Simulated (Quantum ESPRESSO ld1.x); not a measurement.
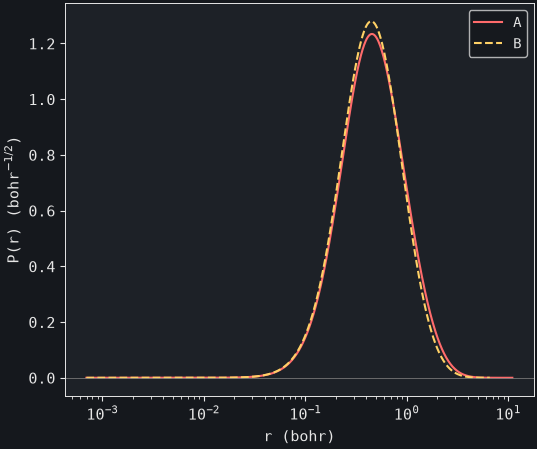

Hf²⁺ (Z = 72, 70 electrons) was computed in two configurations: [Xe] 4f12 5d4 (high spin); [Xe] 4f14 6p2 (high spin). Method: scalar-relativistic Kohn-Sham, LDA (Slater exchange, Perdew-Zunger correlation), spin-polarised, spherical densities, point nucleus; computed with Quantum ESPRESSO ld1.x 7.5.

The plot shows P(r) = r R(r) of the 4f down orbital in both runs (large components where relativistic).

Q: Which curve belongs to which run?

Answer: A is [Xe] 4f14 6p2 (high spin) (⟨r⟩ = 0.671 bohr, eigenvalue −40.7 eV); B is [Xe] 4f12 5d4 (high spin) (⟨r⟩ = 0.629 bohr, eigenvalue −47.7 eV). The orbital is smaller where the other electrons screen the nucleus less.
